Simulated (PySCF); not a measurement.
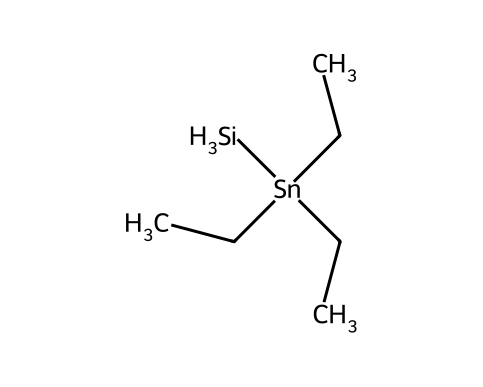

Structural formula above. Computed geometry: PBE0-D3(BJ)/def2-SVP optimisation. No frequency run is at hand to confirm it as a minimum.

Describe the 3D structure.

The molecule is C₆H₁₈SiSn. SMILES: `C[CH2][Sn]([SiH3])([CH2]C)[CH2]C`. Among its groups: Si–H bond. Coordination: 1 Sn tetrahedral; 6 C tetrahedral; 1 Si tetrahedral.

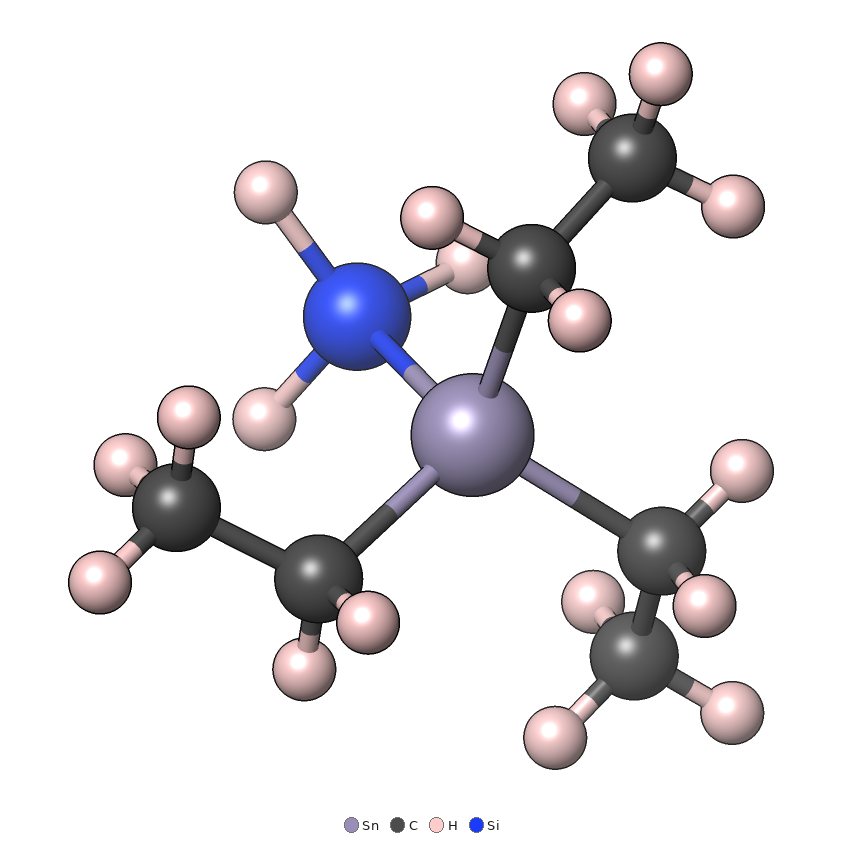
